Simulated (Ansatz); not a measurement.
NOP (SMILES [O-][N+]#P)

Input file:

```
basis:
  gaussian:
    orbitals: def2-TZVPD
crystal:
  periodic: [false, false, false]
  atoms:
    - symbol: "N"
      position_ang: [0.000000, 0.000000, -0.116373]
    - symbol: O
      position_ang: [0.000000, 0.000000, -1.291632]
    - symbol: P
      position_ang: [0.000000, 0.000000, 1.408005]
hamiltonian:
  xc: pbe0
output: {forces: true, orbitals: {seedname: orbitals}}
```

Launched as:

```sh
ansatz run input.yaml --threads 1 --pin off --max-ram 2610MiB --events-out events.jsonl --progress --plain --runs-dir runs
```

Geometry: PBE0-D3(BJ)/def2-SVP.

Level of theory: Ansatz, isolated molecule in a Gaussian basis; Kohn-Sham density functional theory, functional PBE0.

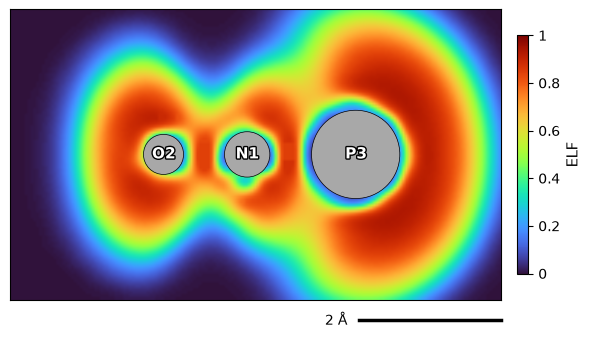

Figure 1. ELF on a plane that holds the molecular axis. Grey discs cover the atomic cores.

**Interpret the plot.**

Atoms in the plane: N, O and P. N–O (1.18 Å): the ELF peaks at about 0.85 between the atoms; a multiple bond. P–N (1.52 Å): the ELF peaks at about 0.85 between the atoms (a polar covalent bond). The ELF also peaks beside P3 and O2, away from the bonds: lone-pair regions.

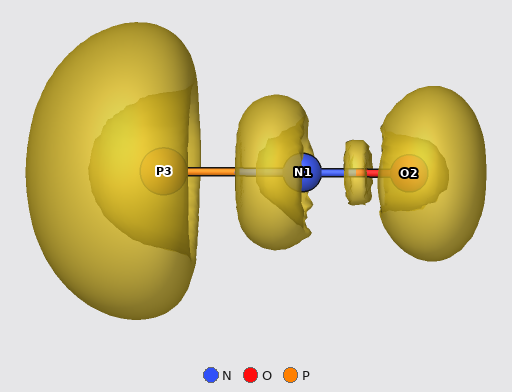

Figure 2. Isosurface of the ELF at 0.75 (yellow), seen from one side. Core shells and regions of very low density are left out.

**Identify the bonds, lone pairs and shells in this picture.**

The ELF exceeds this value in one region between bonded N–O atoms (shared pairs), one region between bonded N–P atoms (shared pairs), one ring or bowl of non-bonding electrons around P and one lobe on O, pointing away from the bonds (lone pairs, which may merge into one lobe).

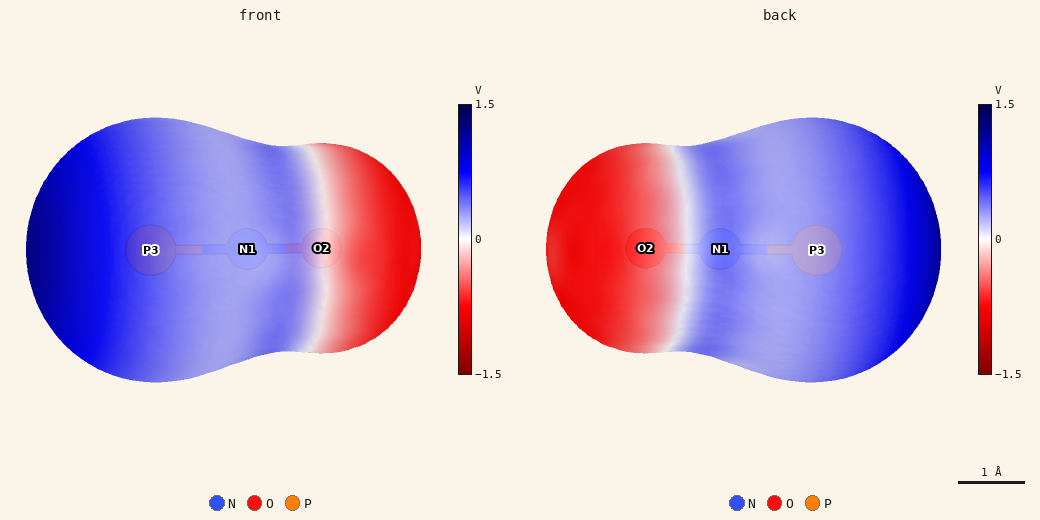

Figure 3. The electrostatic potential painted on the density surface at 0.002 e/bohr³, seen from the front and from behind; red is negative and blue positive.

**Describe the electrostatic potential map.**

The most negative region (about −0.7 V, or −16 kcal/mol for a unit charge) lies over O2, the most positive (about +1.2 V, or +28 kcal/mol for a unit charge) over P3.

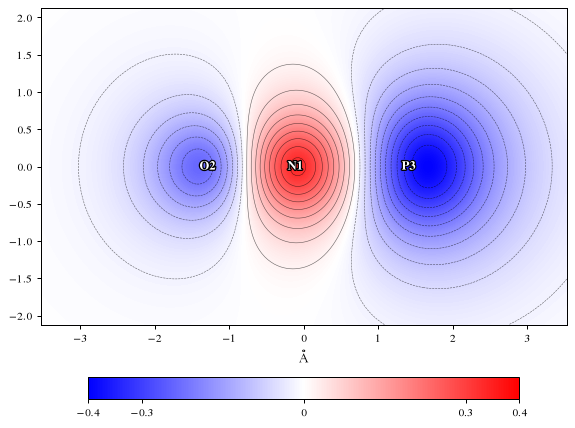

Figure 4. The LUMO on a plane 0.8 Å above a plane that holds the molecular axis (values in Å⁻³ᐟ²; the overall sign is arbitrary).

**Describe this orbital and give its energy.**

By Hirshfeld shares it lies mainly on P3 (about 55 %), N1 (about 25 %) and O2 (about 20 %); π-antibonding (π*) across P3–N1. It is one of a degenerate set, so its orientation is arbitrary. Its energy is −2.01 eV.
